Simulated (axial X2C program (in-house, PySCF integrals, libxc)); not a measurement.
# RhH⁺: from the state search to constants

What are the state, bond length, wavenumber and bond energy of RhH⁺, and what does spin–orbit coupling change?

Computed with an in-house X2C program for linear molecules on PySCF integrals. Level: all-electron X2C, Rh dyall-cv3z, H dyall-v3z.

All values are calculated.

### Step 1. Set-up

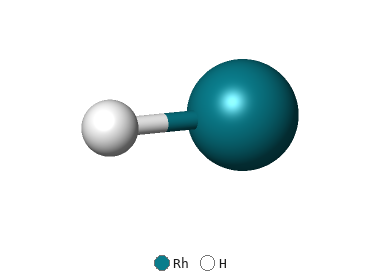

The two atoms at 1.570 Å (rhodium blue, hydrogen white).

task.json

```json
{"zs": [45, 1], "q": 1, "bas": ["dyall-cv3z", "dyall-v3z"], "levels": ["PBE0", "HF", "M06"], "cc": true, "r0": 1.57, "thr": -2.0, "nmax": 90, "npts": 10, "nst": 2, "ntry": 6}
```

Keys: zs atomic numbers; q charge; bas basis sets; levels methods (HF also brings MP2); cc coupled cluster on or off; r0 starting distance in Å; thr threshold in hartree for freezing inner shells (an s shell follows its p shell); nmax most natural virtual spinors; npts points asked for on the curve; nst determinants followed; ntry starts of the search.

Launch:

```
$ python so2c.py task.json out
```

Spin-free means the one-electron spin-free X2C Hamiltonian; two-component (2c) means X2C with spin–orbit coupling and atomic mean-field two-electron Coulomb and Gaunt terms. Basis: Rh dyall-cv3z contracted to [12s12p8d5f3g], H dyall-v3z contracted to [6s2p1d]; Gaussian nuclei, density fitting. Masses: Rh 102.906 u, H 1.008 u.

Notation: σ, π±, δ± give the projection m of an orbital's angular momentum (0, ±1, ±2), α and β its spin, Λ and M_S the sums; ω is the projection of a spinor's total angular momentum and Ω the sum. Logs are in hartree.

The results follow Hamiltonian by Hamiltonian and level by level.

### Step 2. Search for the lowest determinant

PBE0 moves the distance from 1.570 Å to 1.489 Å and compares determinants there.

Spin-free determinants:

| ΔE (eV) | state | open shells |
| --- | --- | --- |
| 0.00 | M_S = 1/2, Λ = 2 | beyond closed shells: δ+α, δ+β, δ-α |
| 0.55 | M_S = 1/2, Λ = 1 | beyond closed shells: π+α, π+β, π-α |
| 0.62 | M_S = 3/2, Λ = 0 | beyond closed shells: σα, δ+α, δ-α |
| 0.74 | M_S = 3/2, Λ = 3 | beyond closed shells: σα, π+α, π+β, π-α, δ+α, δ+β, δ-α |
| 0.90 | M_S = 3/2, Λ = 1 | beyond closed shells: σα, π+α, π-α, π-β, δ+α, δ+β, δ-α |
| 1.38 | M_S = 1/2, Λ = 3 | beyond closed shells: σβ, π+α, π+β, π-α, δ+α, δ+β, δ-α |
| 1.50 | M_S = 1/2, Λ = 1 | beyond closed shells: σα, π+β, π-α, π-β, δ+α, δ+β, δ-α |

Two-component determinants:

```csv
ΔE (eV),state,open shells
0.00,Ω = 5/2,excess of +ω over −ω: ω = 5/2
0.25,Ω = 3/2,excess of +ω over −ω: ω = 3/2
0.67,Ω = 9/2,"excess of +ω over −ω: ω = 1/2, ω = 3/2, ω = 5/2"
0.76,Ω = 3/2,"excess of +ω over −ω: ω = 1/2, ω = -3/2, ω = 5/2"
0.78,Ω = 1/2,excess of +ω over −ω: ω = 1/2
1.12,Ω = 1/2,excess of +ω over −ω: ω = 1/2
1.30,Ω = 7/2,"excess of +ω over −ω: ω = -1/2, ω = 3/2, ω = 5/2"
```

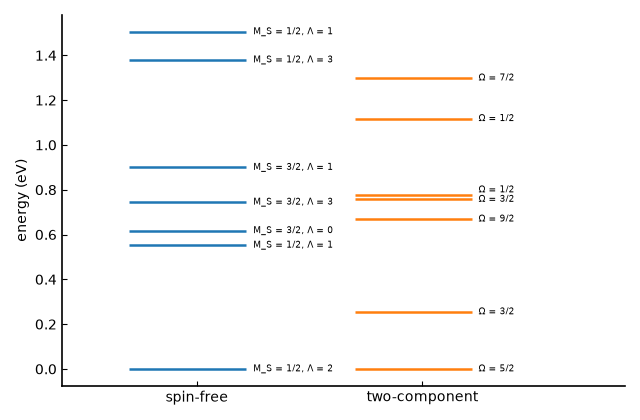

The determinants found, each set from its own lowest.

### Step 3. PBE0, spin-free

State followed: M_S = 1/2, Λ = 2 (beyond closed shells: δ+α, δ+β, δ-α). The scan is laid around 1.489 Å, a first estimate of the minimum, and this SCF restarts from the orbitals of the search.

Output at 1.489 Å:

```text
spin-free X2C-1e  PBE0
basis functions 167  fitting functions 766  grid points 5068
iter        total energy     max residual
   1      -4783.632152759     4.16e-05
   2      -4783.632152760     2.16e-05
   3      -4783.632152763     1.65e-05
converged
one-electron -6614.53408486  Coulomb 1954.73912160  exact exchange -34.42261076  xc functional -105.40717411  nuclear repulsion 15.99259536
```

Along the bond, energies from the lowest point:

```csv
R (Å),E (eV),μ (D),HOMO (eV),LUMO (eV),iterations
1.295,0.4912,-0.39,-14.77,-10.82,32
1.355,0.2087,-0.40,-14.80,-10.84,26
1.400,0.0838,-0.39,-14.81,-10.89,22
1.444,0.0181,-0.37,-14.82,-10.94,21
1.489,0.0000,-0.35,-14.82,-11.00,3
1.541,0.0265,-0.32,-14.81,-11.06,21
1.593,0.0921,-0.27,-14.79,-11.11,18
1.660,0.2163,-0.19,-14.74,-11.17,20
1.742,0.3997,-0.05,-14.64,-11.19,18
1.861,0.6671,0.22,-14.44,-11.09,17
```

Dipoles are positive if H is the positive end and refer to the centre of mass.

Outer orbitals at the reference distance:

| symmetry | occupied | ε (eV) | atomic character |
| --- | --- | --- | --- |
| σα | yes | -17.71 | 58% Rh d, 33% H s, 5% Rh s |
| σβ | yes | -17.60 | 46% Rh d, 41% H s, 8% Rh s |
| δ+α | yes | -15.90 | 100% Rh d |
| δ-α | yes | -15.90 | 100% Rh d |
| π+α | yes | -15.59 | 96% Rh d, 2% H p |
| π-α | yes | -15.59 | 96% Rh d, 2% H p |
| π+β | yes | -15.18 | 96% Rh d, 2% H p |
| π-β | yes | -15.02 | 96% Rh d, 2% H p |
| δ+β | yes | -14.82 | 100% Rh d |
| σα | no | -11.00 | 44% Rh s, 30% Rh d, 24% H s |
| δ-β | no | -10.86 | 100% Rh d |
| σβ | no | -10.39 | 40% Rh d, 38% Rh s, 19% H s |
| σα | no | -7.47 | 55% Rh p, 27% Rh s, 9% H s |

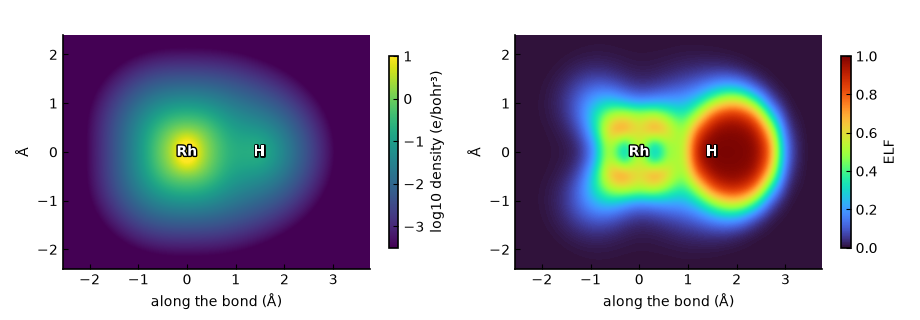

PBE0 fields in a plane through the axis, from a grid of 0.3 Å; Rh lies at z = 0 and H at z = 1.489 Å; the ELF is damped to zero where the density is low.

Re = 1.486 Å, ωe = 2295 cm⁻¹, Be = 7.647 cm⁻¹, De = 1.94 eV, μ = -0.35 D.

### Step 4. HF, spin-free

Output at 1.489 Å:

```text
spin-free X2C-1e  HF
basis functions 167  fitting functions 766  grid points 5068
iter        total energy     max residual
   1      -4781.492810941     4.59e-01
   2      -4781.513320163     1.07e-02
   3      -4781.515282692     3.38e-02
   4      -4781.516583510     2.56e-02
   5      -4781.517584635     8.67e-03
   6      -4781.518988904     2.93e-02
   7      -4781.520089272     3.46e-02
   8      -4781.521355798     1.42e-02
   9      -4781.521528116     1.32e-03
  10      -4781.521559426     1.78e-03
  11      -4781.521561339     5.75e-04
  12      -4781.521561749     1.25e-04
  13      -4781.521561784     1.02e-04
  14      -4781.521561791     8.67e-06
  15      -4781.521561791     3.93e-06
  16      -4781.521561791     9.80e-07
converged
one-electron -6614.55645346  Coulomb 1954.87071932  exact exchange -137.82842302  xc functional 0.00000000  nuclear repulsion 15.99259536
```

No constants are quoted: too few points lie around the minimum for a second fit to confirm the first.

### Step 5. M06, spin-free

Output at 1.489 Å:

```text
spin-free X2C-1e  M06
basis functions 167  fitting functions 766  grid points 5068
iter        total energy     max residual
   1      -4784.010593161     3.58e-01
   2      -4784.014332099     2.23e-03
   3      -4784.014365689     4.08e-03
   4      -4784.014370775     1.39e-03
   5      -4784.014380010     6.62e-04
   6      -4784.014381588     3.99e-04
   7      -4784.014382537     8.77e-05
   8      -4784.014382689     2.28e-05
   9      -4784.014382691     6.31e-06
converged
one-electron -6614.34845688  Coulomb 1954.56187640  exact exchange -37.17926281  xc functional -103.04113476  nuclear repulsion 15.99259536
```

Re = 1.499 Å, ωe = 2205 cm⁻¹, Be = 7.518 cm⁻¹, De = 1.93 eV, μ = -0.32 D.

### Step 6. MP2 and beyond, spin-free

Correlated methods: 9 electrons correlated (frozen shells, counted by type: Rh 4 s, 3 p, 1 d; H none), 213 virtual spinors in MP2, 90 natural virtuals in coupled cluster.

Output of the correlated part at 1.489 Å:

```text
correlated 9  virtual 213  natural virtual 90  E(MP2) -0.268461245  MP2 remainder -0.007171151
iter   CCSD correlation   residual
   1     -0.253816253   9.57e-02
   2     -0.260384249   5.92e-02
   3     -0.266512009   4.29e-02
   4     -0.269108203   2.07e-02
   5     -0.270084441   7.80e-03
   6     -0.270168517   2.97e-03
   7     -0.270182276   1.29e-03
   8     -0.270191230   6.35e-04
   9     -0.270180755   2.78e-04
  10     -0.270182018   7.26e-05
  11     -0.270181650   2.61e-05
  12     -0.270181928   1.07e-05
  13     -0.270182034   5.33e-06
  14     -0.270182206   2.26e-06
  15     -0.270182269   1.02e-06
  16     -0.270182315   4.84e-07
  17     -0.270182335   2.39e-07
  18     -0.270182339   1.17e-07
(T) -0.011334306  T1 0.0799  D1 0.2038  max T2 0.116
```

T1 in the output is the amplitude norm over the root of the electron number; divide by √2 for the Lee–Taylor value.

MP2: No constants are quoted: the reference is strongly spin-contaminated.

CCSD: Re = 1.473 Å, ωe = 2356 cm⁻¹, ωexe = 88.1 cm⁻¹, Be = 7.79 cm⁻¹, De = 1.78 eV. T1 at Re = 0.055 (Lee–Taylor, the printed value over √2).

CCSD(T): Re = 1.474 Å, ωe = 2350 cm⁻¹, ωexe = 79 cm⁻¹, Be = 7.779 cm⁻¹, De = 1.89 eV. T1 at Re = 0.055 (Lee–Taylor, the printed value over √2).

### Step 7. A higher determinant, spin-free

State: M_S = 1/2, Λ = 1 (beyond closed shells: π+α, π+β, π-α).

Output at the reference distance:

```text
spin-free X2C-1e  PBE0
basis functions 167  fitting functions 766  grid points 5068
iter        total energy     max residual
   1      -4783.611866791     3.49e-05
   2      -4783.611866797     1.62e-05
converged
one-electron -6614.51443637  Coulomb 1954.72554246  exact exchange -34.41627388  xc functional -105.39929437  nuclear repulsion 15.99259536
```

| R (Å) | E above the lowest PBE0 point (eV) |
| --- | --- |
| 1.295 | 1.170 |
| 1.355 | 0.841 |
| 1.400 | 0.685 |
| 1.444 | 0.593 |
| 1.489 | 0.552 |
| 1.541 | 0.556 |
| 1.593 | 0.604 |
| 1.660 | 0.713 |
| 1.742 | 0.892 |

Re = 1.510 Å, ωe = 2259 cm⁻¹, Be = 7.404 cm⁻¹, μ = -0.25 D. Te = 0.55 eV.

### Step 8. The spin-free curves together

Energy (eV) of the followed determinant, spin-free, from each level's lowest point:

```csv
R (Å),PBE0,HF,MP2 (spin-contaminated),CCSD,CCSD(T),M06
1.295,0.491,0.833,0.227,n/a,n/a,0.521
1.355,0.209,0.517,0.042,0.175,0.178,0.234
1.400,0.084,0.355,0.000,0.060,0.062,0.102
1.444,0.018,0.239,0.013,0.006,0.007,0.028
1.489,0.000,0.157,0.060,0.000,0.000,0.000
1.541,0.026,0.091,0.136,0.039,0.038,0.014
1.593,0.092,0.049,0.223,0.113,0.112,0.067
1.660,0.216,0.016,0.336,0.239,0.240,0.178
1.742,0.400,0.000,0.465,n/a,n/a,0.353
1.861,0.667,0.004,0.631,n/a,n/a,0.626
```

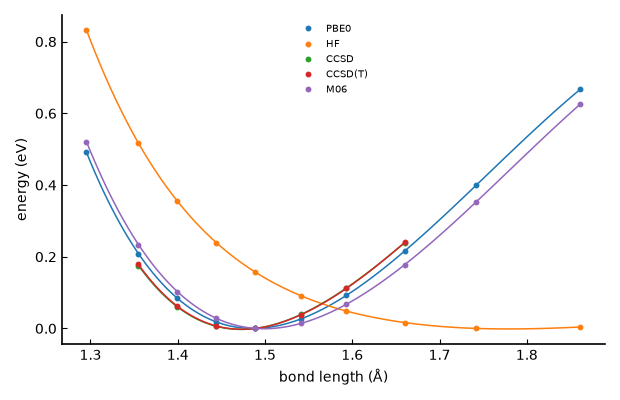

Curves of the followed state, spin-free, each from its own lowest point. Left out: MP2.

### Step 9. PBE0, 2c

State followed: Ω = 5/2 (excess of +ω over −ω: ω = 5/2). The scan is laid around 1.489 Å, a first estimate of the minimum, and this SCF restarts from the orbitals of the search.

Output at 1.489 Å:

```text
two-component X2C + atomic mean field  PBE0
basis functions 167  fitting functions 766  grid points 5068
iter        total energy     max residual
   1      -4781.677011884     3.71e-05
   2      -4781.677011888     1.59e-05
converged
one-electron -6609.18625552  Coulomb 1953.69060484  exact exchange -34.40248058  xc functional -105.34785981  nuclear repulsion 15.99259536  atomic mean-field constant -2.42361618
```

Along the bond, energies from the lowest point:

| R (Å) | E (eV) | μ (D) | HOMO (eV) | LUMO (eV) | iterations |
| --- | --- | --- | --- | --- | --- |
| 1.295 | 0.4964 | -0.40 | -14.89 | -10.74 | 32 |
| 1.355 | 0.2124 | -0.41 | -14.91 | -10.82 | 27 |
| 1.400 | 0.0863 | -0.40 | -14.93 | -10.88 | 25 |
| 1.444 | 0.0194 | -0.39 | -14.93 | -10.94 | 22 |
| 1.489 | 0.0000 | -0.37 | -14.93 | -10.99 | 2 |
| 1.541 | 0.0250 | -0.34 | -14.90 | -11.05 | 22 |
| 1.593 | 0.0894 | -0.29 | -14.87 | -11.11 | 21 |
| 1.660 | 0.2125 | -0.22 | -14.82 | -11.16 | 22 |
| 1.742 | 0.3959 | -0.08 | -14.73 | -11.19 | 21 |
| 1.861 | 0.6652 | 0.20 | -14.53 | -11.09 | 20 |

Dipoles are positive if H is the positive end and refer to the centre of mass.

Outer spinors at the reference distance:

```csv
ω,occupied,ε (eV),atomic character,λ mixture
1/2,yes,-17.73,"59% Rh d, 32% H s, 5% Rh s","99% σ, 1% π"
-1/2,yes,-17.60,"47% Rh d, 40% H s, 7% Rh s","99% σ, 1% π"
-3/2,yes,-16.09,100% Rh d,"98% δ, 2% π"
5/2,yes,-15.75,100% Rh d,100% δ
-1/2,yes,-15.67,"96% Rh d, 2% H p","99% π, 1% σ"
3/2,yes,-15.57,"97% Rh d, 2% H p","93% π, 7% δ"
1/2,yes,-15.25,"95% Rh d, 2% H p","99% π, 1% σ"
3/2,yes,-14.94,100% Rh d,"93% δ, 7% π"
-3/2,yes,-14.93,"96% Rh d, 2% H p","98% π, 2% δ"
1/2,no,-10.99,"43% Rh s, 30% Rh d, 24% H s","99% σ, 1% π"
-5/2,no,-10.73,100% Rh d,100% δ
-1/2,no,-10.38,"40% Rh d, 39% Rh s, 19% H s",100% σ
1/2,no,-7.48,"55% Rh p, 27% Rh s, 9% H s",100% σ
```

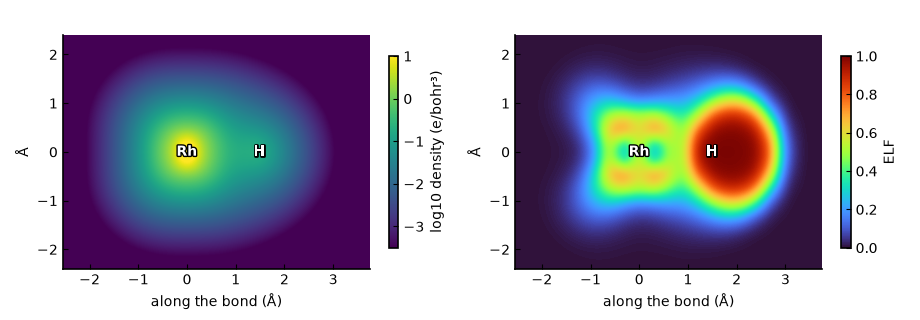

PBE0 fields in a plane through the axis, from a grid of 0.3 Å; Rh lies at z = 0 and H at z = 1.489 Å; the ELF is damped to zero where the density is low.

Re = 1.488 Å, ωe = 2287 cm⁻¹, Be = 7.632 cm⁻¹, De = 1.94 eV, μ = -0.37 D.

### Step 10. HF, 2c

The SCF at the reference distance of 1.489 Å:

```text
two-component X2C + atomic mean field  HF
basis functions 167  fitting functions 766  grid points 5068
iter        total energy     max residual
   1      -4779.536593801     4.60e-01
   2      -4779.557124559     9.63e-03
   3      -4779.559045760     3.36e-02
   4      -4779.560269462     2.45e-02
   5      -4779.561177024     7.84e-03
   6      -4779.562458822     2.82e-02
   7      -4779.563492594     3.41e-02
   8      -4779.564762998     1.74e-02
   9      -4779.565024813     2.01e-03
  10      -4779.565094856     4.17e-03
  11      -4779.565117999     2.04e-03
  12      -4779.565144535     8.38e-04
  13      -4779.565163754     2.23e-03
  14      -4779.565170998     1.24e-03
  15      -4779.565173557     2.32e-04
  16      -4779.565174454     3.60e-04
  17      -4779.565175143     3.99e-04
  18      -4779.565175605     1.95e-04
  19      -4779.565175808     4.49e-05
  20      -4779.565175852     5.36e-05
  21      -4779.565175857     2.19e-05
  22      -4779.565175857     2.28e-06
converged
one-electron -6609.21520266  Coulomb 1953.82843553  exact exchange -137.74738791  xc functional 0.00000000  nuclear repulsion 15.99259536  atomic mean-field constant -2.42361618
```

No constants are quoted: too few points lie around the minimum for a second fit to confirm the first.

### Step 11. M06, 2c

Output at 1.489 Å:

```text
two-component X2C + atomic mean field  M06
basis functions 167  fitting functions 766  grid points 5068
iter        total energy     max residual
   1      -4782.055193399     3.57e-01
   2      -4782.058966126     2.24e-03
   3      -4782.058999483     4.01e-03
   4      -4782.059004416     1.36e-03
   5      -4782.059013571     6.44e-04
   6      -4782.059015090     3.78e-04
   7      -4782.059016019     8.32e-05
   8      -4782.059016178     2.29e-05
   9      -4782.059016182     7.43e-06
converged
one-electron -6608.99883952  Coulomb 1953.51172041  exact exchange -37.15758976  xc functional -102.98328649  nuclear repulsion 15.99259536  atomic mean-field constant -2.42361618
```

Re = 1.501 Å, ωe = 2194 cm⁻¹, ωexe = 43.1 cm⁻¹, Be = 7.5 cm⁻¹, De = 1.93 eV, μ = -0.33 D.

### Step 12. Correlated methods, 2c

Correlated methods: 9 electrons correlated (frozen shells, counted by type: Rh 4 s, 3 p, 1 d; H none), 213 virtual spinors in MP2, 90 natural virtuals in coupled cluster.

Output of the correlated part at 1.489 Å:

```text
correlated 9  virtual 213  natural virtual 90  E(MP2) -0.268457690  MP2 remainder -0.007174667
iter   CCSD correlation   residual
   1     -0.253863572   9.55e-02
   2     -0.260412969   5.89e-02
   3     -0.266448391   4.26e-02
   4     -0.269008154   2.05e-02
   5     -0.269963014   7.71e-03
   6     -0.270043132   2.96e-03
   7     -0.270058613   1.36e-03
   8     -0.270067917   7.36e-04
   9     -0.270057986   3.93e-04
  10     -0.270058828   1.96e-04
  11     -0.270058255   1.33e-04
  12     -0.270059379   6.56e-05
  13     -0.270060177   2.51e-05
  14     -0.270061064   1.20e-05
  15     -0.270061652   5.91e-06
  16     -0.270061906   2.63e-06
  17     -0.270062008   1.35e-06
  18     -0.270062030   7.55e-07
  19     -0.270062028   4.27e-07
(T) -0.011301440  T1 0.0794  D1 0.2028  max T2 0.112
```

MP2: No constants are quoted: the reference is strongly spin-contaminated.

CCSD: Re = 1.473 Å, ωe = 2352 cm⁻¹, ωexe = 87.8 cm⁻¹, Be = 7.785 cm⁻¹, De = 1.77 eV. T1 at Re = 0.055 (Lee–Taylor, the printed value over √2).

CCSD(T): Re = 1.474 Å, ωe = 2345 cm⁻¹, ωexe = 78.5 cm⁻¹, Be = 7.774 cm⁻¹, De = 1.87 eV. T1 at Re = 0.055 (Lee–Taylor, the printed value over √2).

### Step 13. A higher determinant, 2c

State: Ω = 3/2 (excess of +ω over −ω: ω = 3/2).

Output at the reference distance:

```text
two-component X2C + atomic mean field  PBE0
basis functions 167  fitting functions 766  grid points 5068
iter        total energy     max residual
   1      -4781.667652874     3.59e-05
   2      -4781.667652877     4.04e-05
   3      -4781.667652894     1.61e-05
   4      -4781.667652896     1.77e-05
converged
one-electron -6609.10746296  Coulomb 1953.61596231  exact exchange -34.40131969  xc functional -105.34381173  nuclear repulsion 15.99259536  atomic mean-field constant -2.42361618
```

| R (Å) | E above the lowest PBE0 point (eV) |
| --- | --- |
| 1.295 | 0.757 |
| 1.355 | 0.471 |
| 1.400 | 0.344 |
| 1.444 | 0.275 |
| 1.489 | 0.255 |
| 1.541 | 0.279 |
| 1.593 | 0.342 |
| 1.660 | 0.465 |
| 1.742 | 0.650 |

Re = 1.489 Å, ωe = 2284 cm⁻¹, Be = 7.618 cm⁻¹, μ = -0.36 D. Te = 0.25 eV.

### Step 14. The 2c curves together

Energy (eV) of the followed determinant, 2c, from each level's lowest point:

```csv
R (Å),PBE0,HF,MP2 (spin-contaminated),CCSD,CCSD(T),M06
1.295,0.496,0.835,0.230,n/a,n/a,0.527
1.355,0.212,0.519,0.043,0.177,0.180,0.238
1.400,0.086,0.356,0.000,0.061,0.063,0.105
1.444,0.019,0.240,0.012,0.006,0.007,0.030
1.489,0.000,0.158,0.059,0.000,0.000,0.000
1.541,0.025,0.092,0.135,0.038,0.037,0.012
1.593,0.089,0.049,0.221,0.112,0.110,0.064
1.660,0.212,0.017,0.334,0.237,0.238,0.173
1.742,0.396,0.000,0.463,n/a,n/a,0.347
1.861,0.665,0.003,0.627,n/a,n/a,0.620
```

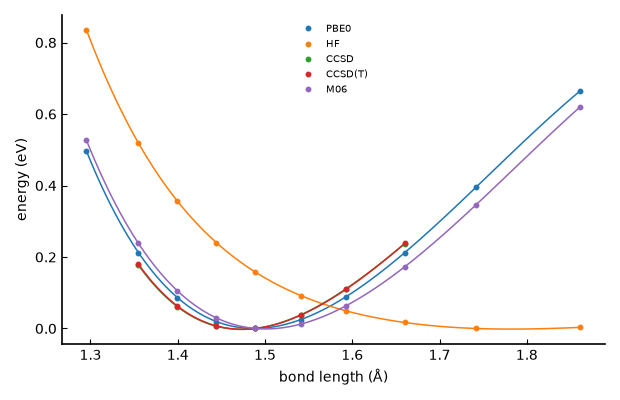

Curves of the followed state, 2c, each from its own lowest point. Left out: MP2.

Time for the job: 2.1 min (1 thread of AMD EPYC 9R45 (Zen 5), shared host); peak memory 0.56 GiB.

### Step 15. What came out

Lowest determinant that the search found at its distance, spin-free: M_S = 1/2, Λ = 2 (beyond closed shells: δ+α, δ+β, δ-α).

Lowest determinant that the search found at its distance, 2c: Ω = 5/2 (excess of +ω over −ω: ω = 5/2).

```csv
Hamiltonian,level,Re (Å),ωe (cm⁻¹),De (eV),μ (D)
spin-free,PBE0,1.486,2295,1.94,-0.35
spin-free,CCSD,1.473,2356,1.78,n/a
spin-free,CCSD(T),1.474,2350,1.89,n/a
spin-free,M06,1.499,2205,1.93,-0.32
2c,PBE0,1.488,2287,1.94,-0.37
2c,CCSD,1.473,2352,1.77,n/a
2c,CCSD(T),1.474,2345,1.87,n/a
2c,M06,1.501,2194,1.93,-0.33
```

Dipoles are positive if H is the positive end and refer to the centre of mass. No constants: spin-free HF (too few points lie around the minimum for a second fit to confirm the first); spin-free MP2 (the reference is strongly spin-contaminated); 2c HF (too few points lie around the minimum for a second fit to confirm the first); 2c MP2 (the reference is strongly spin-contaminated).

Time per point (s) on 1 thread of AMD EPYC 9R45 (Zen 5), shared host (2c runs; CCSD comes with the CCSD(T) run); the times are rough: PBE0 0.58, CCSD(T) 3.1, M06 0.98.

In words: At CCSD(T), going from spin-free to two-component changes Re by 0 mÅ, ωe by -0.2 %, which is small (part of it comes from the scalar share of the two-electron terms). De moves by -0.02 eV; both De rest on single-determinant atoms, which can miss part of an open shell's spin–orbit lowering.

De refers to Rh+ + H, each in the lowest determinant found, which need not be this curve's own limit. The state is a single determinant with fixed occupations, the lowest that a limited PBE0 search found. De is counted from the lowest determinant-based energies of the atoms at the same level, without counterpoise correction. Density functionals use the spin component along the axis (collinear). CCSD and (T) use frozen natural virtuals with an MP2 correction for the truncation. The meta-GGAs lack a current-density term, which matters for open shells with orbital currents, atoms included. The spin-free determinant is spin-contaminated at some levels. T1 at Re is 0.055 (Lee–Taylor), above the customary mark of 0.02.
